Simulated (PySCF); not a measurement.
```yaml
atoms:
  - { symbol: C, position_ang: [-0.1762, -0.1242, -0.5230] }
  - { symbol: Si, position_ang: [1.5163, 0.2661, 0.1435] }
  - { symbol: C, position_ang: [-1.4750, -0.2447, 0.1737] }
  - { symbol: F, position_ang: [-0.2750, -0.2053, -1.8644] }
  - { symbol: H, position_ang: [2.5300, -0.6788, -0.4169] }
  - { symbol: H, position_ang: [1.4568, 0.1335, 1.6300] }
  - { symbol: H, position_ang: [1.9540, 1.6563, -0.2050] }
  - { symbol: H, position_ang: [-2.1565, 0.5834, -0.0988] }
  - { symbol: H, position_ang: [-1.9871, -1.1838, -0.1046] }
  - { symbol: H, position_ang: [-1.3404, -0.2330, 1.2639] }
```

Geometry: PBE0-D3(BJ)/def2-SVP.

All numbers below come from UKS B3LYP, IGLO-III on C F Si, pcH-1 on H, non-relativistic, mean-field spin-orbit, GIAO (PySCF).

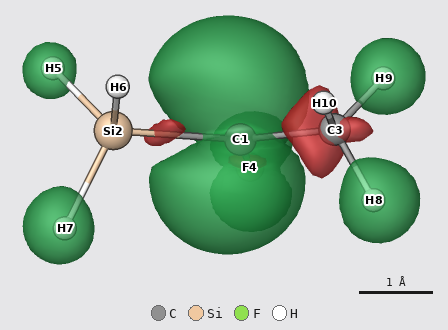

C$_{2}$H$_{6}$FSi (SMILES C[C](F)[SiH3]) (doublet). Isosurfaces of the spin density (α minus β) at +0.015 (green) and −0.015 e/Å³ (red), seen from one side.

Describe the spin distribution.

Answer. The unpaired spin (1 electron) lies mostly on C1 (about 0.6), F4 (about 0.1) and Si2 (about 0.1), in electrons by Hirshfeld's partition.
